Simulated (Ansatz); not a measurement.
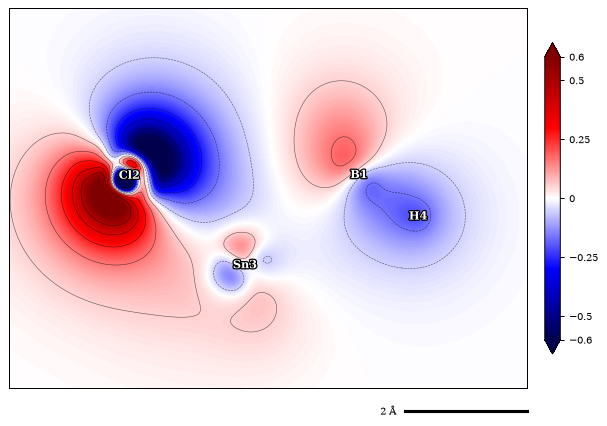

*BClH₃Sn (doublet). The HOMO−1 (β) on the plane of atoms B1, Sn3 and Cl2 (values in Å⁻³ᐟ²; the overall sign is arbitrary).*

Geometry: B3LYP-D3(BJ)/def2-SVP; core potentials replace the inner electrons of Sn.

Computed with Ansatz 0.2.0, isolated molecule in a Gaussian basis; Kohn-Sham density functional theory, functional PBE0.

| atom | x (Å) | y (Å) | z (Å) |
| --- | --- | --- | --- |
| B | -0.9687 | -0.2604 | -0.6263 |
| Cl | 2.5318 | -0.2497 | 0.7623 |
| Sn | 0.2795 | 0.3844 | 1.2987 |
| H | -2.0603 | 0.2393 | -0.5049 |
| H | -0.7701 | -1.3064 | 0.0180 |
| H | -0.2394 | -0.0582 | -1.5653 |

Question: Where does this orbital lie, and at what energy?

Answer: Its weight (Hirshfeld) is mainly on Cl2 (about 85 %); largely a lone pair of Cl2. Its energy is −8.98 eV.
